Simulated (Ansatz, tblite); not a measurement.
# [InCl4]-: rung by rung, part 2 of 2

How do method and basis change the picture of [InCl4]- (singlet)?

Ansatz 0.2.0, Gaussian basis; as each input shows.

## Step 11: revPBE-D4/def2-TZVPD

Input file in.yaml:

```yaml
crystal:
  periodic: [false, false, false]
  atoms:
    - {symbol: In, position_ang: [0.000097, 0.000038, -0.000080]}
    - {symbol: Cl, position_ang: [0.010882, -0.016933, 2.432482]}
    - {symbol: Cl, position_ang: [2.289777, 0.011281, -0.821097]}
    - {symbol: Cl, position_ang: [-1.155237, 1.988932, -0.791801]}
    - {symbol: Cl, position_ang: [-1.145519, -1.983328, -0.819494]}
basis:
  gaussian: {orbitals: def2-TZVPD, initial_orbitals: start.molden}
total_charge: -1
hamiltonian: {xc: {name: revPBE}, dispersion: d4}
scf: {omitted_lower_state_checks: [starts]}
output: {orbitals: {seedname: orbitals}}
```

Launch:

```sh
$ ansatz run in.yaml --threads 4 --pin off --events-out ev --progress --plain --max-ram 3916MiB
```

Standard output:

```text
Functional definition: revPBE
  name "revPBE"
  cite "Zhang & Yang, Phys. Rev. Lett. 80, 890 (1998) doi:10.1103/PhysRevLett.80.890"
  cite "Perdew, Burke & Ernzerhof, Phys. Rev. Lett. 77, 3865 (1996) doi:10.1103/PhysRevLett.77.3865"
  parameter kappa = 1.245
  parameter beta = 0.06672455060314922
  exchange = pbe_x(kappa = kappa, mu = beta*pi^2/3)
  correlation = pbe_c(beta = beta)
these checks for a lower state are left out or cut short: starts
1551 factors; their error is unknown
mean field evaluation 1: about -55267.0762 eV, gradient 1.4e1 eV
mean field evaluation 2: about -55267.1787 eV, gradient 1.9e-1 eV
mean field evaluation 4: about -55267.1661 eV, gradient 2.9e-4 eV
mean field -55267.16612557 eV, -2031.0308936838 hartree, gradient 2.5e-5 eV, S^2 0.000000; 0 other end points of the search recorded, 0 dependent functions left out
reference -55267.16620612 eV, -2031.0308966442 hartree; 45, 45 occupied and 195, 195 virtual orbitals, 1551 factors
Total energy: -55267.58452644 eV, -2031.0462696324 hartree
Checks for a lower state left out: starts
```

Run time: 4.7 s. Hardware: 4 threads of Intel Xeon at 2.50GHz, shared host.

Report: HOMO -3.38 eV, LUMO 0.88 eV.

## Step 12: ωB97X-V/def2-TZVPD

in.yaml, as its differences from that of step 11:

```diff
@@ -11,3 +11,3 @@
 total_charge: -1
-hamiltonian: {xc: {name: revPBE}, dispersion: d4}
+hamiltonian: {xc: {name: wB97X-V}}
 scf: {omitted_lower_state_checks: [starts]}
```

Same command.

Standard output (excerpt; [...] marks lines left out):

```text
Functional definition: wB97X-V
  name "wB97X-V"
  cite "Mardirossian & Head-Gordon, Phys. Chem. Chem. Phys. 16, 9904 (2014) doi:10.1039/C3CP54374A"
  cite "Becke, J. Chem. Phys. 107, 8554 (1997) doi:10.1063/1.475007"
  cite "Vydrov & Van Voorhis, J. Chem. Phys. 133, 244103 (2010) doi:10.1063/1.3521275"
[...]
      + integral(e_c_pw_opposite_spin*poly(b97_u_opposite, cos0, cos1)) + vv10(b, c)
[...]
1649 factors; their error is unknown
350 factors; integrals over basis functions are off by at most 3.4e-5 eV
[...]
mean field -55267.29407145 eV, -2031.0355956083 hartree, gradient 9.0e-5 eV, S^2 0.000000; 0 other end points of the search recorded, 0 dependent functions left out
reference -55267.29406785 eV, -2031.0355954762 hartree; 45, 45 occupied and 195, 195 virtual orbitals, 1649 factors
Total energy: -55267.29406785 eV, -2031.0355954762 hartree
Checks for a lower state left out: starts
```

Run time: 16 s. Hardware: 4 threads of Intel Xeon at 2.50GHz, shared host; peak memory 1.1 GiB.

Report: HOMO -7.30 eV, LUMO 3.39 eV.

## Step 13: PBE-D4/def2-SVPD

in.yaml, as its differences from that of step 12:

```diff
@@ -9,5 +9,5 @@
 basis:
-  gaussian: {orbitals: def2-TZVPD, initial_orbitals: start.molden}
+  gaussian: {orbitals: def2-SVPD, initial_orbitals: start.molden}
 total_charge: -1
-hamiltonian: {xc: {name: wB97X-V}}
+hamiltonian: {xc: pbe, dispersion: d4}
 scf: {omitted_lower_state_checks: [starts]}
```

Same command.

Standard output:

```text
Functional definition: PBE
  name "PBE"
  cite "Perdew, Burke & Ernzerhof, Phys. Rev. Lett. 77, 3865 (1996) doi:10.1103/PhysRevLett.77.3865"
  parent pbe
  parameter kappa = 0.804
  parameter beta = 0.06672455060314922
  exchange = pbe_x(kappa = kappa, mu = beta*pi^2/3)
  correlation = pbe_c(beta = beta)
these checks for a lower state are left out or cut short: starts
1457 factors; their error is unknown
mean field evaluation 1: about -55237.7624 eV, gradient 2.2e1 eV
mean field evaluation 2: about -55237.9768 eV, gradient 3.4e-1 eV
mean field evaluation 4: about -55237.9436 eV, gradient 3.3e-2 eV
mean field -55237.94365269 eV, -2029.9569876133 hartree, gradient 1.1e-5 eV, S^2 0.000000; 0 other end points of the search recorded, 0 dependent functions left out
reference -55237.94369656 eV, -2029.9569892256 hartree; 45, 45 occupied and 95, 95 virtual orbitals, 1457 factors
Total energy: -55238.15945030 eV, -2029.9649180295 hartree
Checks for a lower state left out: starts
```

Wall time 2.7 s (4 threads of Intel Xeon at 2.50GHz, shared host).

From the report: HOMO -3.50 eV, LUMO 0.64 eV.

## Step 14: PBE0-D4/def2-SVPD

in.yaml, as its differences from that of step 13:

```diff
@@ -11,3 +11,3 @@
 total_charge: -1
-hamiltonian: {xc: pbe, dispersion: d4}
+hamiltonian: {xc: pbe0, dispersion: d4}
 scf: {omitted_lower_state_checks: [starts]}
```

Launched as before.

Standard output:

```text
Functional definition: PBE0
  name "PBE0"
  cite "Adamo & Barone, J. Chem. Phys. 110, 6158 (1999) doi:10.1063/1.478522"
  cite "Perdew, Burke & Ernzerhof, Phys. Rev. Lett. 77, 3865 (1996) doi:10.1103/PhysRevLett.77.3865"
  parent pbe
  parameter a = 0.25
  parameter kappa = 0.804
  parameter beta = 0.06672455060314922
  exchange = (1 - a)*pbe_x(kappa = kappa, mu = beta*pi^2/3) + a*exact_x
  correlation = pbe_c(beta = beta)
these checks for a lower state are left out or cut short: starts
1406 factors; integrals over basis functions are off by at most 2.3e-4 eV
mean field evaluation 1: about -55241.9761 eV, gradient 2.0e1 eV
mean field evaluation 2: about -55242.1119 eV, gradient 1.7e-1 eV
mean field evaluation 4: about -55242.1460 eV, gradient 1.7e-4 eV
mean field -55242.14602998 eV, -2030.1114221303 hartree, gradient 1.1e-5 eV, S^2 0.000000; 0 other end points of the search recorded, 0 dependent functions left out
reference -55242.14606447 eV, -2030.1114233979 hartree; 45, 45 occupied and 95, 95 virtual orbitals, 1406 factors
Total energy: -55242.33824792 eV, -2030.1184860092 hartree
Checks for a lower state left out: starts
```

Wall time 4.9 s (4 threads of Intel Xeon at 2.50GHz, shared host).

From the report: HOMO -4.91 eV, LUMO 1.48 eV.

## Step 15: CCSD(T)/def2-SVPD

in.yaml, as its differences from that of step 14:

```diff
@@ -11,3 +11,3 @@
 total_charge: -1
-hamiltonian: {xc: pbe0, dispersion: d4}
+correlation: {method: ccsd_t}
 scf: {omitted_lower_state_checks: [starts]}
```

Launched as before.

Standard output (excerpt; [...] marks lines left out):

```text
Functional definition: HF
  name "HF"
  cite "Fock, Z. Phys. 61, 126 (1930) doi:10.1007/BF01340294"
  parent pbe
[...]
1406 factors; integrals over basis functions are off by at most 2.3e-4 eV
[...]
mean field -55157.27132610 eV, -2026.9923342930 hartree, gradient 3.1e-6 eV, S^2 0.000000; 0 other end points of the search recorded, 0 dependent functions left out
24 core orbitals not correlated: weight in the atoms' cores, before any rotation towards them, 1.000 or more for the frozen orbitals, at most 0.000 for the correlated occupied ones
reference -55157.27132610 eV, -2026.9923342930 hartree; 21, 21 occupied and 95, 95 virtual orbitals, 1406 factors
second order -18.36286396 eV of doubles, -0.00000000 eV of singles
cycle   1  -19.25759984 eV  change   -8.9e-1 eV  update   8.6e-2
[...]
cycle   8  -19.64900943 eV  change   -2.5e-5 eV  update   2.1e-5
perturbative correction -0.56457291 eV, -0.0207476717 hartree
Total energy: -55177.48490844 eV, -2027.7351697427 hartree
Checks for a lower state left out: starts
```

Run time: 28 s. Hardware: 4 threads of Intel Xeon at 2.50GHz, shared host; peak memory 0.95 GiB.

From the report: Hartree-Fock HOMO -8.22 eV, LUMO 4.07 eV; T1 0.010.

## Step 16: RPA/def2-SVPD

in.yaml, as its differences from that of step 15:

```diff
@@ -11,4 +11,4 @@
 total_charge: -1
-correlation: {method: ccsd_t}
+hamiltonian: {xc: pbe}
+correlation: {method: rpa}
 scf: {omitted_lower_state_checks: [starts]}
-output: {orbitals: {seedname: orbitals}}
```

Same command.

Standard output (excerpt; [...] marks lines left out):

```text
Functional definition: PBE
  name "PBE"
  cite "Perdew, Burke & Ernzerhof, Phys. Rev. Lett. 77, 3865 (1996) doi:10.1103/PhysRevLett.77.3865"
  parent pbe
[...]
1406 factors; integrals over basis functions are off by at most 2.3e-4 eV
[...]
mean field -55237.94363060 eV, -2029.9569868017 hartree, gradient 1.7e-6 eV, S^2 0.000000; 0 other end points of the search recorded, 0 dependent functions left out
24 core orbitals not correlated: weight in the atoms' cores, before any rotation towards them, 1.000 or more for the frozen orbitals, at most 0.000 for the correlated occupied ones
reference -55155.73351366 eV, -2026.9358207281 hartree; 21, 21 occupied and 95, 95 virtual orbitals, 1406 factors
Total energy: -55185.14281729 eV, -2028.0165927023 hartree
Checks for a lower state left out: starts
```

It took 6 s on 4 threads of Intel Xeon at 2.50GHz, shared host.

## Step 17: Levels side by side

| level | functions | HOMO (eV) | LUMO (eV) | gap (eV) | time |
| --- | --- | --- | --- | --- | --- |
| PBE-D4/def2-SVPD | 140 | -3.50 | 0.64 | 4.14 | 2.7 s |
| PBE-D4/def2-TZVPD | 240 | -3.43 | 0.77 | 4.21 | 4.9 s |
| revPBE-D4/def2-TZVPD | 240 | -3.38 | 0.88 | 4.26 | 4.7 s |
| BLYP-D4/def2-TZVPD | 240 | -3.27 | 0.82 | 4.09 | 6 s |
| r2SCAN-D4/def2-TZVPD | 240 | -3.78 | 1.02 | 4.80 | 12 s |
| r2SCANh-D4/def2-TZVPD | 240 | -4.30 | 1.32 | 5.62 | 14 s |
| PBE0-D4/def2-SVPD | 140 | -4.91 | 1.48 | 6.39 | 4.9 s |
| PBE0-D4/def2-TZVPD | 240 | -4.84 | 1.61 | 6.45 | 12 s |
| BHLYP-D4/def2-TZVPD | 240 | -6.10 | 2.39 | 8.49 | 10 s |
| ωB97X-V/def2-TZVPD | 240 | -7.30 | 3.39 | 10.69 | 16 s |

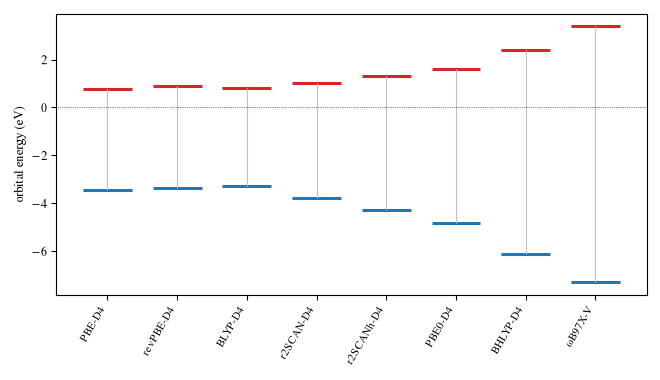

Highest filled (blue) and lowest empty (red) level in def2-TZVPD.

The pieces so far (eV):

| basis | HF | MP2 correlation | CCSD correlation | (T) | total |
| --- | --- | --- | --- | --- | --- |
| def2-SVPD | -55157.2713 | -18.3629 | -19.6490 | -0.5646 | -55177.4849 |

## Step 18: Summary of results

What follows sums up all 2 parts.

```
                                                  quantity                                  value
gap in def2-TZVPD, named functionals, smallest and largest  4.09 eV (BLYP-D4), 10.69 eV (ωB97X-V)
                     correlation energy, CCSD(T)/def2-SVPD                              -20.21 eV
           PBE0 total energy, smallest basis above largest       16.61 eV (def2-SVPD, def2-TZVPD)
```

**Reading.** Orbital gaps of the named functionals in def2-TZVPD span 4.09 eV (BLYP-D4) to 10.69 eV (ωB97X-V); exact exchange widens it.

The slowest run with a step of its own, CCSD(T)/def2-SVPD, took 28 s; the quickest functional in def2-TZVPD took 4.7 s (shared host).
